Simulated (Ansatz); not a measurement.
C₂H₃NSe

```xyz
7

C    -0.8680    0.5079   -0.5955
N     0.0936    0.9509    0.1105
C     0.7105   -0.3058    0.4719
Se   -0.6382   -1.3787   -0.5458
H    -1.6304    1.0966   -1.0991
H     0.6771   -0.5132    1.5410
H     1.7166   -0.4257    0.0714
```

Geometry: PBE0-D4/def2-TZVP.

Theory: RKS PBE0-D4/def2-TZVPP in Ansatz.

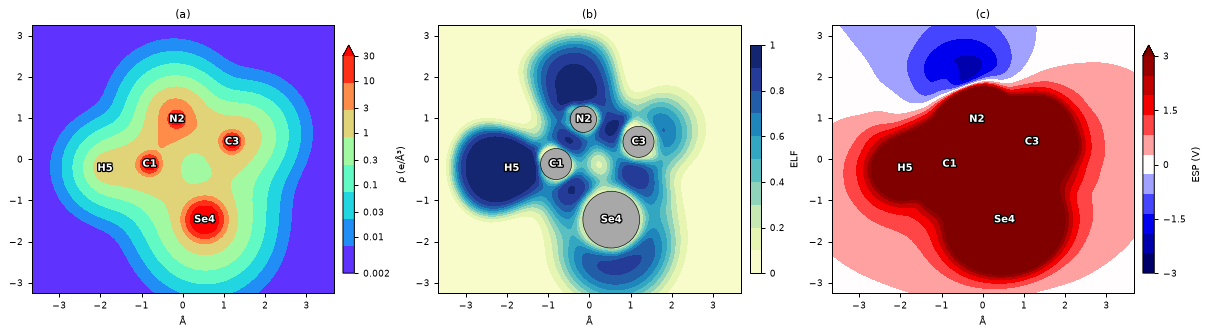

Figure 1. (a) total electron density; (b) electron localisation function; (c) electrostatic potential on the plane of atoms N2, C1 and H5. Grey discs cover the atomic cores in the ELF map.

Q: Interpret the plot.

A:
- The plane passes through C, N, Se and H nuclei.
- C–N (1.27 Å): ρ at the midpoint is about 2.9 e/Å³; the ELF peaks at about 0.90 between the atoms (localised, covalent bonding).
- C–Se (1.90 Å): ρ at the midpoint is about 1.1 e/Å³; the ELF peaks at about 0.90 between the atoms: a covalent bond.
- C–H (1.09 Å): ρ is about 2.1 e/Å³ halfway; the ELF climbs to about 1 towards the hydrogen, as it does in any bond to H; a covalent bond by its length.
- C–N (1.45 Å): ρ at the midpoint is about 2 e/Å³; the ELF peaks at about 0.95 between the atoms (a shared electron pair).
- C–Se (2.00 Å): ρ is about 0.92 e/Å³ halfway; the ELF peaks at about 0.85 between the atoms (localised, covalent bonding).
- The ELF also peaks beside Se4 and N2, away from the bonds: lone-pair regions.
- Outside the dense part of the molecule the potential is most negative (−2.2 V) near N2.

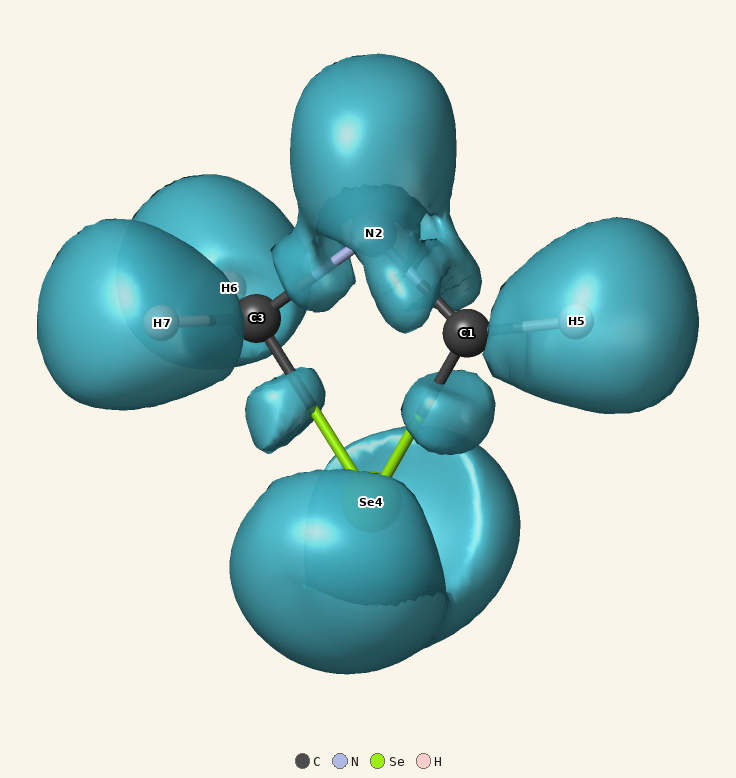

Figure 2. Isosurface of the electron localisation function at 0.75 (cyan), seen at an oblique angle. Only the valence region is drawn (cores and ρ < 0.01 e/Å³ removed).

Q: Where are the electrons localised?

A: The surface consists of two regions between bonded C–Se atoms (shared pairs), three regions around hydrogen nuclei, one region on N in which the atom's valence shell and bonds are merged and one region wrapped around Se (its valence shell).

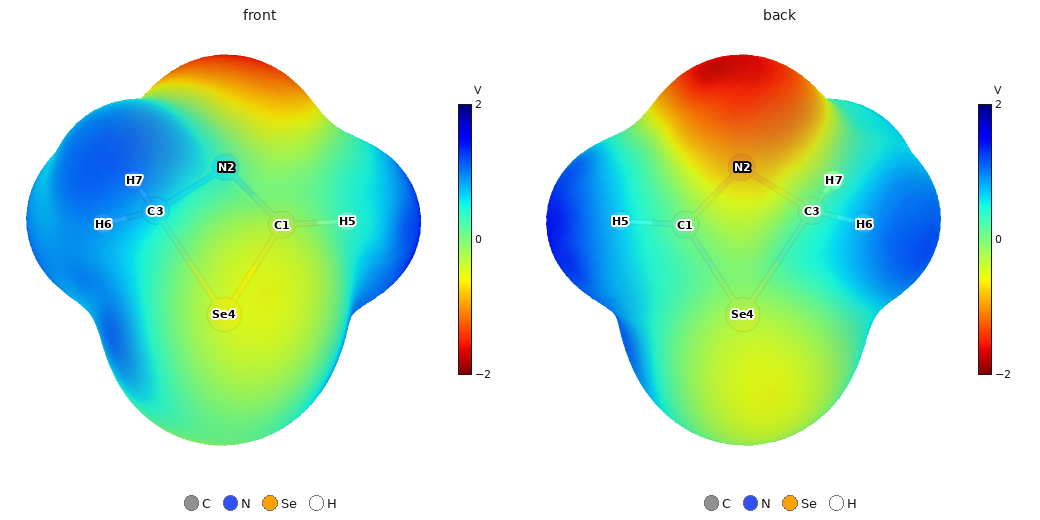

Figure 3. The molecular electrostatic potential painted on the density surface at 0.002 e/bohr³, seen from the front and from behind; the colour scale runs from red (negative) to blue (positive).

Q: Describe the electrostatic potential map.

A: The most negative region (about −1.7 V) lies over N2, the most positive (about +1.4 V) over H5. N2 is the likeliest acceptor of a hydrogen bond.

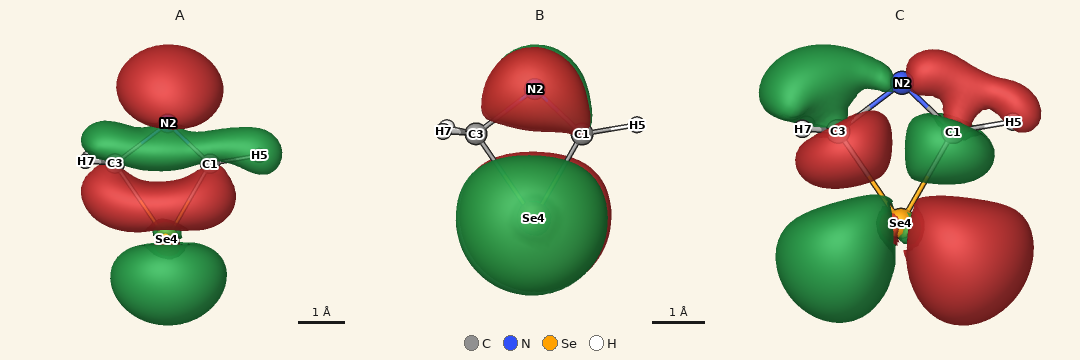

Figure 4. Three frontier orbitals at ±0.08 Å⁻³ᐟ² (green and red are the two phases), in no order.

Q: Which picture is the HOMO−1, the HOMO and the LUMO?

A: A is the HOMO−1 (−7.52 eV). It lies mainly on N2 (about 50 %), Se4 (about 30 %), C3 (about 10 %) and C1 (about 10 %). B is the HOMO (−6.88 eV). Its weight (Hirshfeld) is mainly on Se4 (about 75 %) and N2 (about 15 %); largely a lone pair of Se4. C is the LUMO (−1.12 eV). Its weight (Hirshfeld) is mainly on Se4 (about 60 %), C3 (about 20 %) and C1 (about 10 %).

Q: What is the HOMO–LUMO gap?

A: 5.76 eV between the orbital energies.
